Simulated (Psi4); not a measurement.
**SCAN/cc-pVTZ (density fitting, sweep point 5) run of BSiH4O2F (SMILES O[SiH2]B(O)F)**

What is the vertical ionisation energy of BSiH4O2F at SCAN/cc-pVTZ (density fitting, sweep point 5)? 

The results are computed with Psi4 1.11.

4 further runs of the same task are left out: 4 set aside as unsound or not needed.

## 1. The structure to begin with

BSiH4O2F has 9 atoms, charge 0, and is taken as a singlet. As SMILES, `O[SiH2]B(O)F`. The coordinates come from a PBE0-D4/def2-TZVP relaxation. This is one conformer, not always the lowest.

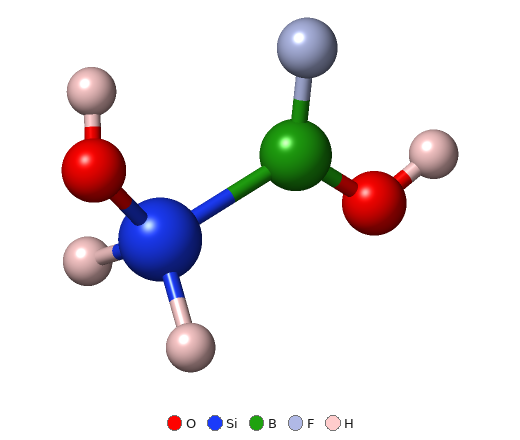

The structure, seen from a chosen angle (oxygen red, silicon blue, boron green, fluorine light blue, hydrogen pink).

## 2. The energy at SCAN/cc-pVTZ (density fitting, sweep point 5)

File bfh4o2si.inp:

```
memory 1600 MB

molecule molecule1 {
  0 1
  O      1.152500     0.650100     1.703000
  Si     0.837600    -0.439800     0.500200
  B     -0.701500     0.194000    -0.670900
  O     -0.968000    -0.381600    -1.859000
  F     -1.488500     1.196900    -0.250400
  H      0.401000     1.098100     2.092900
  H      2.093300    -0.579800    -0.278100
  H      0.493300    -1.781600     1.056300
  H     -1.731300    -0.002600    -2.311100
  symmetry c1
}

set {
  basis                cc-pVTZ
  reference            rks
  puream               true
  scf_type             df
  dft_radial_points    75
  dft_spherical_points 302
}

energy('scan')
```

Run with:

```console
$ psi4 -n 1 bfh4o2si.inp bfh4o2si.out
```

bfh4o2si.out, cut to the lines that bear on the results:

```text
[...]
  Running in c1 symmetry.
[...]
  Nuclear repulsion =  215.356529037151603
[...]
  Multiplicity = 1
[...]
  Nalpha       = 24
  Nbeta        = 24
[...]
    Number of basis functions: 210
[...]
   @DF-RKS iter   1:  -566.86152856195667   -3.78011e-01   4.88038e-03 DIIS/ADIIS
[...]
   @DF-RKS iter  10:  -567.22936087527239   -3.03959e-08   1.57156e-07 DIIS
[...]
    Orbital Energies [Eh]
    ---------------------
    Doubly Occupied:
       1A    -65.843742     2A    -24.509522     3A    -19.001641
       4A    -18.962511     5A     -6.702801     6A     -5.214702
       7A     -3.555076     8A     -3.553189     9A     -3.552748
      10A     -1.181343    11A     -1.016727    12A     -0.969066
      13A     -0.561024    14A     -0.523136    15A     -0.505821
      16A     -0.451842    17A     -0.429418    18A     -0.412416
      19A     -0.354445    20A     -0.347349    21A     -0.341459
      22A     -0.334736    23A     -0.284139    24A     -0.259511
[...]
  @DF-RKS Final Energy:  -567.22936087527239
   => Energetics <=
    Nuclear Repulsion Energy =            215.3565290371516028
    One-Electron Energy =               -1212.6256289315517733
    Two-Electron Energy =                 484.2267074347057019
    DFT Exchange-Correlation Energy =     -54.1869684155780433
    Empirical Dispersion Energy =           0.0000000000000000
    VV10 Nonlocal Energy =                  0.0000000000000000
    Total Energy =                       -567.2293608752723912
[...]
 Multipole Moments:
 ------------------------------------------------------------------------------------
     Multipole            Electronic (a.u.)      Nuclear  (a.u.)        Total (a.u.)
 ------------------------------------------------------------------------------------
 L = 1.  Multiply by 2.5417464519 to convert [e a0] to [Debye]
 Dipole X            :         -4.2483429            3.4374619           -0.8108810
 Dipole Y            :          3.0133859           -2.8216325            0.1917534
 Dipole Z            :         -1.7267795            1.4127673           -0.3140122
 Magnitude           :                                                    0.8904499
[...]
```

Wall time 23 s (1 thread of Intel Xeon 6975P-C (Granite Rapids), shared host); peak memory 1.2 GiB.

## 3. The doublet cation at the same level

File job.dat:

```
memory 1600 MB

molecule {
  1 2
  O      1.152500     0.650100     1.703000
  Si     0.837600    -0.439800     0.500200
  B     -0.701500     0.194000    -0.670900
  O     -0.968000    -0.381600    -1.859000
  F     -1.488500     1.196900    -0.250400
  H      0.401000     1.098100     2.092900
  H      2.093300    -0.579800    -0.278100
  H      0.493300    -1.781600     1.056300
  H     -1.731300    -0.002600    -2.311100
  units angstrom
  symmetry c1
}

set basis cc-pVTZ
set reference uks
set puream true
set scf_type df
set dft_radial_points 75
set dft_spherical_points 302
set maxiter 100

energy("scan")
print_variables()
```

Run with:

```console
$ psi4 -n 1 job.dat job.out
```

job.out, cut to the lines that bear on the results:

```text
[...]
  Running in c1 symmetry.
[...]
  Nuclear repulsion =  215.356529037151603
[...]
  Multiplicity = 2
[...]
  Nalpha       = 24
  Nbeta        = 23
[...]
    Number of basis functions: 210
[...]
   @DF-UKS iter   1:  -566.55048045990964   -6.69624e-02   4.49632e-03 DIIS/ADIIS
[...]
   @DF-UKS iter  12:  -566.85480364767477   -7.47169e-08   5.36220e-07 DIIS
[...]
   @S^2 Observed:                7.583835779E-01
[...]
    Orbital Energies [Eh]
    ---------------------
    Alpha Occupied:
       1A    -66.109119     2A    -24.737306     3A    -19.248195
       4A    -19.212007     5A     -6.962186     6A     -5.480547
       7A     -3.822526     8A     -3.819719     9A     -3.816413
      10A     -1.402473    11A     -1.245230    12A     -1.223223
      13A     -0.802060    14A     -0.762825    15A     -0.724484
      16A     -0.698015    17A     -0.650586    18A     -0.643035
      19A     -0.612472    20A     -0.595114    21A     -0.556379
      22A     -0.549058    23A     -0.541660    24A     -0.529446
    Alpha Virtual:
      25A     -0.282730    26A     -0.239062    27A     -0.157910
[...]
  @DF-UKS Final Energy:  -566.85480364767477
   => Energetics <=
    Nuclear Repulsion Energy =            215.3565290371516028
    One-Electron Energy =               -1201.0773253235122411
    Two-Electron Energy =                 472.6826938914894640
    DFT Exchange-Correlation Energy =     -53.8167012528036253
    Empirical Dispersion Energy =           0.0000000000000000
    VV10 Nonlocal Energy =                  0.0000000000000000
    Total Energy =                       -566.8548036476747711
[...]
 Multipole Moments:
 ------------------------------------------------------------------------------------
     Multipole            Electronic (a.u.)      Nuclear  (a.u.)        Total (a.u.)
 ------------------------------------------------------------------------------------
 L = 1.  Multiply by 2.5417464519 to convert [e a0] to [Debye]
 Dipole X            :         -3.5220880            3.4374619           -0.0846261
 Dipole Y            :          2.4155925           -2.8216325           -0.4060400
 Dipole Z            :         -1.0602922            1.4127673            0.3524752
 Magnitude           :                                                    0.5443058
[...]
```

Wall time 42 s (1 thread of Intel Xeon 6975P-C (Granite Rapids), shared host); peak memory 1.2 GiB.

## 4. Results

At SCAN/cc-pVTZ (density fitting, sweep point 5):

| quantity | value |
| --- | --- |
| singlet BSiH4O2F: total energy | -567.22936 Eh |
| singlet BSiH4O2F: dipole moment | 2.26 D |
| singlet BSiH4O2F: HOMO energy | -7.06 eV |
| singlet BSiH4O2F: LUMO energy | -1.17 eV |
| singlet BSiH4O2F: HOMO–LUMO gap | 5.89 eV |
| doublet cation: total energy | -566.85480 Eh |
| doublet cation: HOMO energy (highest over α and β) | -14.03 eV |
| doublet cation: LUMO energy (lowest over α and β) | -13.28 eV |
| doublet cation: ⟨S²⟩ | 0.758 |
| vertical ionisation energy (to the doublet cation) | 10.192 eV |

What this shows: Removing an electron at fixed nuclei costs 10.19 eV (983 kJ/mol). −ε(HOMO) before ionisation, 7.06 eV, is 3.13 eV below this ionisation energy.
